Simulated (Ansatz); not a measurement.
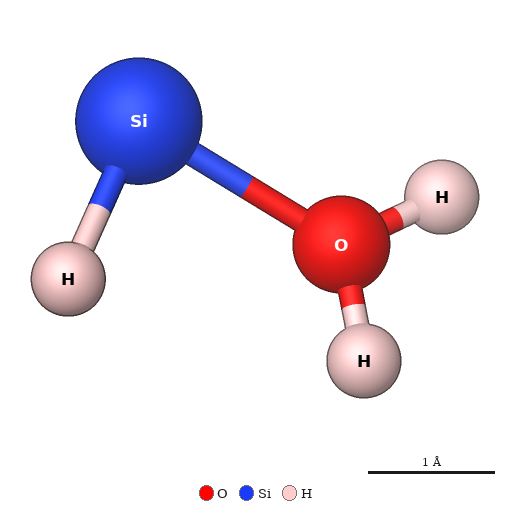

The picture comes from a calculation with Ansatz.

Ball-and-stick drawing of a structure. Every bond is drawn as one stick, whatever its order.

State: charge +1, singlet.

> Count the atoms of each element.

H3OSi(+), 5 atoms: 3 hydrogen, 1 oxygen and 1 silicon.

> Which point group does it belong to?

Cs.

> How many sets of symmetry-equivalent atoms are there?

5: 1 O, 1 Si, 1 H, 1 H, 1 H.
